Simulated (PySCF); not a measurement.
# C3H3NO2S2: the cost of one run

Programs: PySCF 2.14.0, with routines of our own; each step states its level. All values are computed. Atoms count from 0.

## Step 1: The system as given

11 atoms, charge 0, multiplicity 1; geometry from: GFN2-xTB.

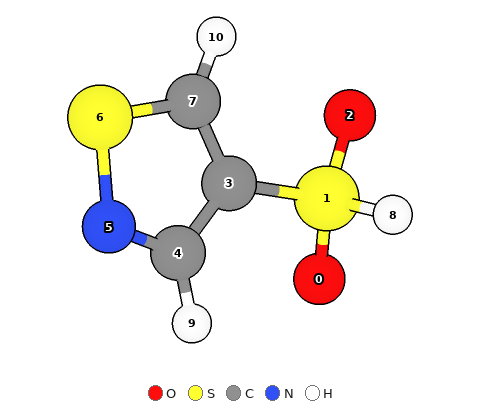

The starting geometry (oxygen red, sulfur yellow, carbon grey, nitrogen blue, hydrogen white).

## Step 2: Excited states: TDA CAM-B3LYP/def2-SVP

Job settings and geometry (Å):

```
{"job": {"kind": "states", "xc": "CAM-B3LYP", "basis": "def2-SVP", "tda": true, "soc": true, "nstates": 8, "ntriplets": 5, "nquad": 4}, "charge": 0, "multiplicity": 1}
O     -2.041704     1.430554    -0.362652
S     -1.640694     0.118225     0.035232
O     -2.244371    -1.034770    -0.556851
C      0.119783    -0.030193    -0.045712
C      1.037984     1.003212     0.226992
N      2.293830     0.670203     0.116312
S      2.459846    -0.888838    -0.326108
C      0.778161    -1.180176    -0.380657
H     -1.883416     0.032141     1.415600
H      0.772003     2.007954     0.500512
H      0.354002    -2.125641    -0.648632
```

With the program's defaults for keys left out, this is: TDA CAM-B3LYP/def2-SVP excited states, vertical, gas phase, spin-orbit mean-field couplings.

The run is started by

```
> OMP_NUM_THREADS=1 python excited_run.py task.json out
```

This one command runs all jobs of the session in turn.

**Question.** How long does this first job take on 1 thread of Intel Xeon 6975P-C, shared host, and how much memory does it need?

About 14 s, with a peak of 0.61 GiB.
